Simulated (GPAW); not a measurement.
# Core-hole calculation of the B K edge in Sc3InB (Pm-3m)

What does one-electron theory with a core hole give for the B K edge of Sc3InB (Pm-3m)?

Method: X-ray absorption from dipole matrix elements to empty bands, plane-wave PAW LDA, in GPAW 26.7.0.

## Step 1: The structure

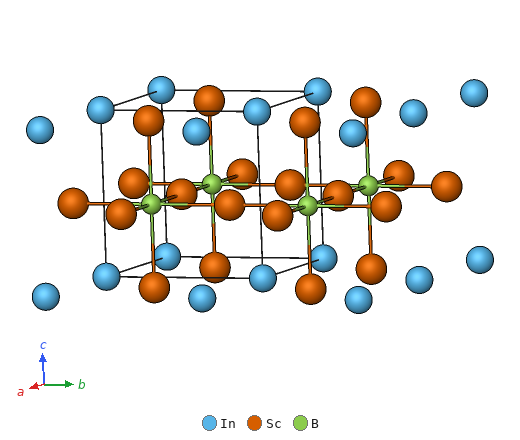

Start, viewed slightly off an axis; indium blue, scandium orange, boron green. 2×2×1 cells are drawn. Some periodic images of atoms are drawn too.

Coordinates:

```cif
data_structure
_symmetry_space_group_name_H-M 'Pm-3m'
_symmetry_Int_Tables_number 221
_cell_length_a 4.5600
_cell_length_b 4.5600
_cell_length_c 4.5600
_cell_angle_alpha 90.000
_cell_angle_beta 90.000
_cell_angle_gamma 90.000
_cell_volume 94.82
loop_
_atom_site_label
_atom_site_type_symbol
_atom_site_symmetry_multiplicity
_atom_site_Wyckoff_symbol
_atom_site_fract_x
_atom_site_fract_y
_atom_site_fract_z
_atom_site_occupancy
In1 In 1 a 0.00000 0.00000 0.00000 1
Sc1 Sc 3 c 0.50000 0.50000 0.00000 1
B1 B 1 b 0.50000 0.50000 0.50000 1
```

## Step 2: The field without a hole

A plain self-consistent run shows whether there is a gap, which decides the set-up of the core-hole run.

scf.py reads:

```python
import numpy as np
from ase import Atoms
from ase.parallel import parprint, paropen
from gpaw import GPAW, PW, FermiDirac, Mixer, MixerDif, setup_paths
from gpaw.test import gen
setup_paths.insert(0, '.')
gen('B', name='nch1s', xcname='LDA', corehole=(1, 0, 0), write_xml=True)
from gpaw.mpi import world
world.barrier()

atoms = Atoms('InSc3B',
    cell=[[4.56, 0, 0],
     [0, 4.56, 0],
     [0, 0, 4.56]],
    scaled_positions=[[0, 0, 0],
     [0.5, 0.5, 0],
     [0.5, 0, 0.5],
     [0, 0.5, 0.5],
     [0.5, 0.5, 0.5]],
    pbc=True)
atoms.calc = calc = GPAW(legacy_gpaw=True, mode=PW(430), xc='LDA', setups={4: 'nch1s'},
    kpts={'size': (6, 6, 6), 'gamma': True}, occupations=FermiDirac(0.05),
    charge=0, mixer=Mixer(0.1, 5, 50), maxiter=150,
    convergence={'density': 0.0001}, txt='scf.txt')
energy = atoms.get_potential_energy() + calc.get_reference_energy()
ef = calc.get_fermi_level()
out = dict(energy=energy, fermi=ef, forces=atoms.get_forces().tolist())
parprint(f'all-electron energy {energy:.4f} eV, Fermi level {ef:.4f} eV')
ev = np.array([[calc.get_eigenvalues(k, s) for k in range(len(calc.get_ibz_k_points()))] for s in range(calc.get_number_of_spins())])
out['homo'], out['lumo'], out['counts'] = ev[ev < ef].max(), ev[ev > ef].min(), sorted(set((ev < ef).sum((0, 2)).tolist()))
out['filled'] = (ev[:, 0] < ef).sum(1).tolist()
import json
with paropen('out.json', 'w') as f:
    json.dump(out, f)
```

Launch:

```
OMP_NUM_THREADS=1 mpirun -n 4 gpaw python scf.py
```

Numbers of over 12 decimals in the logs are rounded to 6 here.

Output:

```text
Input parameters:
  convergence: {density: 0.0001}
  kpts: {gamma: True,
         size: (6, 6, 6)}
  maxiter: 150
  mixer: {backend: pulay,
          beta: 0.1,
          method: separate,
          nmaxold: 5,
          weight: 50}
  mode: {ecut: 430.0,
         name: pw}
  occupations: {fixmagmom: False,
                name: fermi-dirac,
                width: 0.05}
  setups: {4: nch1s}

Initialize ...

[... PAW data sets ...]

Reference energy: -222721.789345  # eV

Spin-paired calculation

[... convergence settings ...]
Symmetries present (total): 48
  [... symmetry matrices ...]

216 k-points: 6 x 6 x 6 Monkhorst-Pack grid + [1/12,1/12,1/12]
20 k-points in the irreducible part of the Brillouin zone
       k-points in crystal coordinates                weights
   0:     0.00000000    0.00000000    0.00000000          1/216
   1:     0.16666667    0.00000000    0.00000000          6/216
   2:     0.16666667    0.16666667    0.00000000         12/216
   3:     0.16666667    0.16666667    0.16666667          8/216
   4:     0.33333333    0.00000000    0.00000000          6/216
   5:     0.33333333    0.16666667    0.00000000         24/216
   6:     0.33333333    0.16666667    0.16666667         24/216
   7:     0.33333333    0.33333333    0.00000000         12/216
   8:     0.33333333    0.33333333    0.16666667         24/216
   9:     0.33333333    0.33333333    0.33333333          8/216
          ...
  19:     0.50000000    0.50000000    0.50000000          1/216

Wave functions: Plane wave expansion
  Cutoff energy: 430.000 eV
  Number of coefficients (min, max): 1902, 1936
  Pulay-stress correction: 0.000000 eV/Ang^3 (de/decut=0.000000)
  Using FFTW library
  Wavefunction extrapolation:
    Improved wavefunction reuse through dual PAW basis

Occupation numbers: Fermi-Dirac:
  width: 0.0500  # eV

Eigensolver
   Davidson(niter=2)

Densities:
  Coarse grid: 24*24*24 grid
  Fine grid: 48*48*48 grid
  Total Charge: 0.000000

Density mixing:
  Method: separate
  Backend: pulay
  Linear mixing parameter: 0.1
  old densities: 5
  Width of damping distribution: 1.1
  Damping of long wavelength oscillations: 50

[... Hamiltonian set-up ...]
Number of atoms: 5
Number of atomic orbitals: 52
Number of bands in calculation: 34
Number of valence electrons: 49
Bands to converge: occupied

... initialized

Initializing position-dependent things.

Density initialized from atomic densities
Creating initial wave functions:
  34 bands from LCAO basis set

Positions:
   0 In     0.000000    0.000000    0.000000    ( 0.0000,  0.0000,  0.0000)
   1 Sc     2.280000    2.280000    0.000000    ( 0.0000,  0.0000,  0.0000)
   2 Sc     2.280000    0.000000    2.280000    ( 0.0000,  0.0000,  0.0000)
   3 Sc     0.000000    2.280000    2.280000    ( 0.0000,  0.0000,  0.0000)
   4 B      2.280000    2.280000    2.280000    ( 0.0000,  0.0000,  0.0000)

Unit cell:
           periodic     x           y           z      points  spacing
  1. axis:    yes    4.560000    0.000000    0.000000    24     0.1900
  2. axis:    yes    0.000000    4.560000    0.000000    24     0.1900
  3. axis:    yes    0.000000    0.000000    4.560000    24     0.1900

  Lengths:   4.560000   4.560000   4.560000
  Angles:   90.000000  90.000000  90.000000

Effective grid spacing dv^(1/3) = 0.1900

iter:   1   -33.035200
iter:   2   -30.481031   -0.20  -1.12
iter:   3   -28.836197   +0.43  -1.21
iter:   4   -28.454289   -0.38  -1.52
iter:   5   -28.562139   -0.79  -1.61
iter:   6   -28.609993   -0.56  -1.59
iter:   7   -28.587166   -1.13  -1.72
iter:   8   -28.557184   -1.60  -2.01
iter:   9   -28.550631   -1.75  -2.35
iter:  10   -28.554398c  -2.18  -2.68
[... 83 further cycles ...]
iter:  94   -28.554670c  -7.01  -7.93c
iter:  95   -28.554670c  -7.05  -8.03c
iter:  96   -28.554670c  -7.10  -8.15c
iter:  97   -28.554670c  -7.15  -8.45c
iter:  98   -28.554670c  -7.20  -8.38c
iter:  99   -28.554670c  -7.25  -8.37c
iter: 100   -28.554670c  -7.30  -8.54c
iter: 101   -28.554670c  -7.34  -8.52c
iter: 102   -28.554670c  -7.39  -8.53c
iter: 103   -28.554670c  -7.44c -8.61c

Converged after 103 iterations.

Dipole moment: (-0.000000, -0.000000, -0.000000) |e|*Ang

Energy contributions relative to reference atoms: (reference = -222721.789345)

Kinetic:        +22.112722
Potential:      -17.848675
External:        +0.000000
XC:             -33.613539
Entropy (-ST):   -0.042913
Local:           +0.816277
SIC:             +0.000000
--------------------------
Free energy:    -28.576127
Extrapolated:   -28.554670

Showing only first 2 kpts
 Kpt  Band  Eigenvalues  Occupancy
  0    22      6.28895    0.73089
  0    23      6.28895    0.73089
  0    24      6.61779    0.00160
  0    25      6.61779    0.00160

  1    22      6.48616    0.02206
  1    23      6.48809    0.02123
  1    24      6.48809    0.02123
  1    25      6.68296    0.00044

Fermi level: 6.26136

No gap
No difference between direct/indirect transitions

Forces in eV/Ang:
  0 In    0.00000    0.00000    0.00000
  1 Sc    0.00000    0.00000   -0.00000
  2 Sc    0.00000   -0.00000    0.00000
  3 Sc   -0.00000    0.00000    0.00000
  4 B     0.00000    0.00000    0.00000
Scalar-relativistic atomic LDA calculation for B (Boron, Z=5)
Core hole in 1s state (1s occupation: 2.0)
300 radial gridpoints.
|------------------------------------------------|
|------------------------------------------------|
[... the atom generator's iteration count ...]

Energy contributions:
-------------------------
Kinetic:      +24.180604
XC:            -3.523894
Potential:    -45.007336
-------------------------
Total:        -24.350626

state      eigenvalue         ekin         rmax
-----------------------------------------------
1s^2.0 :    -6.565858    10.670813        0.212
2s^2.0 :    -0.344821     1.048488        1.518
2p^1.0 :    -0.136481     0.742001        1.561
-----------------------------------------------
(units: Bohr and Hartree)

Generating PAW setup
Kinetic energy of the core from tauc = 21.348427
Cutoffs:
rc(s)=1.200
rc(p)=1.200
rc(d)=1.200
rc(vbar)=1.080
rc(comp)=1.200
rc(nct)=1.200

Kinetic energy of the core states: 21.341627
Charge: 0.0
Core electrons: 2.0
Valence electrons: 3.0
Pseudo-core charge: 0.117059
Shape function alpha=6.944
Pseudo-electron charge 3.110279
state    eigenvalue         norm
--------------------------------
2s(2) :    -0.344821     1.005361
*s    :     0.655179
2p(1) :    -0.136481     0.982498
*p    :     0.863519
*d    :     0.000000
--------------------------------

Diagonalizing with gridspacing h=0.050

state   all-electron     PAW
-------------------------------
2s:      -0.344821    -0.345234
2p:      -0.136481    -0.136840
*d:                    0.041809
*f:                    0.072211
-------------------------------
all-electron energy -222750.3440 eV, Fermi level 6.2614 eV
```

Elapsed: 42 s, on 4 MPI ranks of Arm Neoverse V2, shared host; peak memory 0.21 GiB.

The mesh shows no gap, so the system is treated as a metal and the core electron is put at the Fermi level (neutral cell).

## Step 3: Spectrum without a core hole, B atom 5

Without a hole the spectrum is the empty density of states of the right symmetry on the absorber, weighted by matrix elements. It needs only the small cell and serves as the baseline. The data set with a hole of occupation 0 only carries the core orbital.

The absorber has 6 Sc at 2.28 Å (octahedral, site symmetry m-3m).

xas.py reads:

```python
import numpy as np
from ase import Atoms
from ase.parallel import parprint, paropen
from gpaw import GPAW, PW, FermiDirac, Mixer, MixerDif, setup_paths
from gpaw.test import gen
setup_paths.insert(0, '.')
gen('B', name='nch1s', xcname='LDA', corehole=(1, 0, 0), write_xml=True)
from gpaw.mpi import world
world.barrier()

atoms = Atoms('InSc3B',
    cell=[[4.56, 0, 0],
     [0, 4.56, 0],
     [0, 0, 4.56]],
    scaled_positions=[[0, 0, 0],
     [0.5, 0.5, 0],
     [0.5, 0, 0.5],
     [0, 0.5, 0.5],
     [0.5, 0.5, 0.5]],
    pbc=True)
atoms.calc = calc = GPAW(legacy_gpaw=True, mode=PW(430), xc='LDA', setups={4: 'nch1s'},
    kpts={'size': (8, 8, 8), 'gamma': True}, occupations=FermiDirac(0.1),
    charge=0, mixer=Mixer(0.1, 5, 50), maxiter=150,
    convergence={'density': 0.0001}, txt='scf.txt')
energy = atoms.get_potential_energy() + calc.get_reference_energy()
ef = calc.get_fermi_level()
out = dict(energy=energy, fermi=ef, forces=atoms.get_forces().tolist())
parprint(f'all-electron energy {energy:.4f} eV, Fermi level {ef:.4f} eV')
ev = np.array([[calc.get_eigenvalues(k, s) for k in range(len(calc.get_ibz_k_points()))] for s in range(calc.get_number_of_spins())])
out['homo'], out['lumo'], out['counts'] = ev[ev < ef].max(), ev[ev > ef].min(), sorted(set((ev < ef).sum((0, 2)).tolist()))
out['filled'] = (ev[:, 0] < ef).sum(1).tolist()

from ase.units import Ha
from gpaw.xas import dipole_matrix_elements
nb = int(calc.get_number_of_electrons() / 2) + 75
top, nb = nb, nb + 8 + nb // 12
nscf = calc.fixed_density(kpts={'size': (6, 6, 6), 'gamma': True}, nbands=nb,
    convergence={'bands': top, 'eigenstates': 1e-5}, maxiter=60, txt='nscf.txt')
cell = atoms.cell.array
ops = [cell.T @ U.T @ np.linalg.inv(cell.T) for U in nscf.wfs.kd.symmetry.op_scc]
E = np.arange(-25, 34, 0.1)
fwhm = np.interp(E, [4, 25], [0.9, 3.5])
Y, X, zero, highest = 0, 0, 1e9, 1e9
for spin in range(nscf.get_number_of_spins()):
    wfs = nscf.wfs
    A = dipole_matrix_elements(wfs.setups[4])
    eps = np.zeros((wfs.kd.nibzkpts, nb))
    d = np.zeros((3, A.shape[1], wfs.kd.nibzkpts, nb), complex)
    for kpt in wfs.kpt_u:
        if kpt.s == spin and 4 in kpt.P_ani:
            eps[kpt.k] = kpt.eps_n * Ha
            d[:, :, kpt.k] = (kpt.weight * wfs.nspins / 2) ** 0.5 * np.inner(A, kpt.P_ani[4])
    world.sum(eps)
    world.sum(d)
    T = np.einsum('amkn,bmkn->abkn', d, d.conj()).real
    T = sum(np.einsum('ai,ijkn,bj->abkn', R, T, R) for R in ops) / len(ops)
    empty = eps > ef
    zero, highest = min(zero, eps[empty].min()), min(highest, eps[:, top - 1].min())
    lines = [(eps, T, empty)] if spin == 0 else lines + [(eps, T, empty)]
for eps, T, empty in lines:
    f = np.einsum('aakn->akn', T).reshape(3, -1)
    x = eps.ravel() - zero
    w = np.interp(x, E, fwhm) / 2.35482
    g = np.exp(-0.5 * ((E[:, None] - x) / w) ** 2) / (w * (2 * np.pi) ** 0.5)
    Y = Y + (f * empty.ravel()) @ g.T
    X = X + (f * ~empty.ravel()) @ g.T
out.update(E=E.round(2).tolist(), xas=Y.tolist(), xes=X.tolist(), zero=zero, valid=highest - zero, nk=len(eps), nb=nb)
for i in range(0, len(E), 10):
    parprint(f'{E[i]:7.2f}', *(f'{v:10.3e}' for v in Y[:, i]))
import json
with paropen('out.json', 'w') as f:
    json.dump(out, f)
```

Launch:

```
OMP_NUM_THREADS=1 mpirun -n 4 gpaw python xas.py
```

Output:

```text
Input parameters:
  convergence: {density: 0.0001}
  kpts: {gamma: True,
         size: (8, 8, 8)}
  maxiter: 150
  mixer: {backend: pulay,
          beta: 0.1,
          method: separate,
          nmaxold: 5,
          weight: 50}
  mode: {ecut: 430.0,
         name: pw}
  occupations: {fixmagmom: False,
                name: fermi-dirac,
                width: 0.1}
  setups: {4: nch1s}

Initialize ...

[...]
*p    :     0.863519
*d    :     0.000000
--------------------------------

Diagonalizing with gridspacing h=0.050

state   all-electron     PAW
-------------------------------
2s:      -0.344821    -0.345234
2p:      -0.136481    -0.136840
*d:                    0.041809
*f:                    0.072211
-------------------------------
all-electron energy -222750.3563 eV, Fermi level 6.3051 eV
[...]
32.00  3.324e-04  3.324e-04  3.324e-04
  33.00  3.256e-04  3.256e-04  3.256e-04
[key lines of the parts left out:]
Converged after 57 iterations.
Dipole moment: (-0.000000, 0.000000, -0.000000) |e|*Ang
Free energy:    -28.642627
Fermi level: 6.30513
```

Run time: 74 s. Hardware: 4 MPI ranks; peak memory 0.27 GiB; 5 min of CPU time.

The B K spectrum, B atom 5, no core hole (energy from the lowest empty level; intensity scaled to a mean of 1 over the first 20 eV):

| E (eV) | intensity |
| --- | --- |
| -2.0 | 0.00 |
| -0.5 | 0.11 |
| 1.0 | 0.27 |
| 2.5 | 0.95 |
| 4.0 | 0.51 |
| 5.5 | 1.81 |
| 7.0 | 0.95 |
| 8.5 | 1.29 |
| 10.0 | 1.16 |
| 11.5 | 1.08 |
| 13.0 | 1.49 |
| 14.5 | 1.66 |
| 16.0 | 0.79 |
| 17.5 | 0.65 |
| 19.0 | 0.77 |
| 20.5 | 0.69 |
| 22.0 | 0.77 |
| 23.5 | 0.86 |
| 25.0 | 0.79 |
| 26.5 | 0.77 |
| 28.0 | 0.81 |
| 29.5 | 0.74 |
| 31.0 | 0.67 |

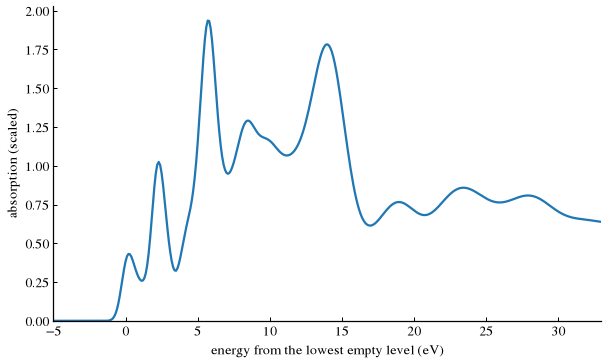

The B K edge, B atom 5, no core hole: main maxima at 5.7, 8.5 and 14.0 eV.

Main maxima below 24 eV (height): 0.2 eV (0.43), 2.3 eV (1.02), 5.7 eV (1.94), 8.5 eV (1.29), 14.0 eV (1.78), 19.0 eV (0.77) and 23.4 eV (0.86). A K edge sees empty p states on the absorber.

The same matrix elements for filled bands give the B K emission of B atom 5 (ground-state approximation; energy from the lowest empty level, largest value 1):

| E (eV) | emission |
| --- | --- |
| -24.0 | 0.00 |
| -22.5 | 0.00 |
| -21.0 | 0.00 |
| -19.5 | 0.00 |
| -18.0 | 0.00 |
| -16.5 | 0.00 |
| -15.0 | 0.00 |
| -13.5 | 0.00 |
| -12.0 | 0.00 |
| -10.5 | 0.00 |
| -9.0 | 0.00 |
| -7.5 | 0.00 |
| -6.0 | 0.01 |
| -4.5 | 0.01 |
| -3.0 | 0.18 |
| -1.5 | 0.45 |
| 0.0 | 0.53 |
| 1.5 | 0.00 |
| 3.0 | 0.00 |

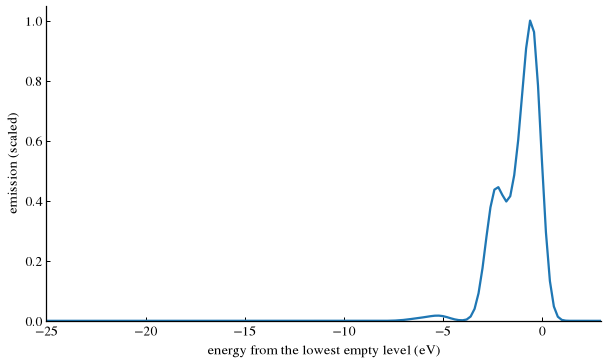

X-ray emission from the filled bands.

Emission maxima: -0.6 eV (1.00).

## Step 4: Reference energy of the supercell

The photon energy needs a difference of total energies, so the cell and mesh of the coming hole run are first run without a hole.

scf.py: that of step 2 with these lines changed.

```diff
@@ -10,14 +10,29 @@
 
-atoms = Atoms('InSc3B',
-    cell=[[4.56, 0, 0],
-     [0, 4.56, 0],
-     [0, 0, 4.56]],
+atoms = Atoms('In4Sc12B4',
+    cell=[[4.56, 4.56, 4.56],
+     [-4.56, 4.56, -4.56],
+     [-4.56, -4.56, 4.56]],
     scaled_positions=[[0, 0, 0],
+     [0, 0.5, 0.5],
+     [0.5, 0, 0.5],
      [0.5, 0.5, 0],
-     [0.5, 0, 0.5],
-     [0, 0.5, 0.5],
-     [0.5, 0.5, 0.5]],
+     [0.25, 0, 0.75],
+     [0.25, 0.5, 0.25],
+     [0.75, 0, 0.25],
+     [0.75, 0.5, 0.75],
+     [0.25, 0.75, 0],
+     [0.25, 0.25, 0.5],
+     [0.75, 0.75, 0.5],
+     [0.75, 0.25, 0],
+     [0.5, 0.25, 0.25],
+     [0.5, 0.75, 0.75],
+     [0, 0.25, 0.75],
+     [0, 0.75, 0.25],
+     [0.5, 0, 0],
+     [0.5, 0.5, 0.5],
+     [0, 0, 0.5],
+     [0, 0.5, 0]],
     pbc=True)
-atoms.calc = calc = GPAW(legacy_gpaw=True, mode=PW(430), xc='LDA', setups={4: 'nch1s'},
-    kpts={'size': (6, 6, 6), 'gamma': True}, occupations=FermiDirac(0.05),
+atoms.calc = calc = GPAW(legacy_gpaw=True, mode=PW(430), xc='LDA', setups={16: 'nch1s'},
+    kpts={'size': (3, 3, 3), 'gamma': True}, occupations=FermiDirac(0.1),
     charge=0, mixer=Mixer(0.1, 5, 50), maxiter=150,
```

Launch:

```
OMP_NUM_THREADS=1 mpirun -n 4 gpaw python scf.py
```

Output:

```text
Input parameters:
  convergence: {density: 0.0001}
  kpts: {gamma: True,
         size: (3, 3, 3)}
  maxiter: 150
  mixer: {backend: pulay,
          beta: 0.1,
          method: separate,
          nmaxold: 5,
          weight: 50}
  mode: {ecut: 430.0,
         name: pw}
  occupations: {fixmagmom: False,
                name: fermi-dirac,
                width: 0.1}
  setups: {16: nch1s}

Initialize ...

[...]
2s(2) :    -0.344821     1.005361
*s    :     0.655179
2p(1) :    -0.136481     0.982498
*p    :     0.863519
*d    :     0.000000
--------------------------------

Diagonalizing with gridspacing h=0.050

state   all-electron     PAW
-------------------------------
2s:      -0.344821    -0.345234
2p:      -0.136481    -0.136840
*d:                    0.041809
*f:                    0.072211
-------------------------------
all-electron energy -891001.3369 eV, Fermi level 6.2920 eV
[key lines of the parts left out:]
Converged after 41 iterations.
Dipole moment: (0.000000, 0.000000, -0.000000) |e|*Ang
Free energy:   -114.518797
Fermi level: 6.29197
```

It took 2.3 min on 4 MPI ranks; peak memory 0.35 GiB; 9.2 min of CPU time.

Reference energy: -891001.337 eV with the cores included.

(Part 1 of 2 ends here.)

[Banner, clock and machine lines of the logs are left out without a mark of their own.]

[Logs are printed without paths, hosts, clocks, repeated set-up lines and the standing remarks that a program may print on its own settings, such as how far it seeks lower states.]

[Hosts, paths, dates, database ids (printed as entryN), source tags and the programs' standing remarks are cut or masked in the printed files.]

[Lists of maxima count a maximum above −3 eV only where it reaches 4 % of the highest in the window and stands out from its surroundings by 2 % of it (1.5 % where it reaches 55 %); shoulders and weaker maxima are passed over, and of the rest the first, up to two pre-edge ones and the few strongest are named.]
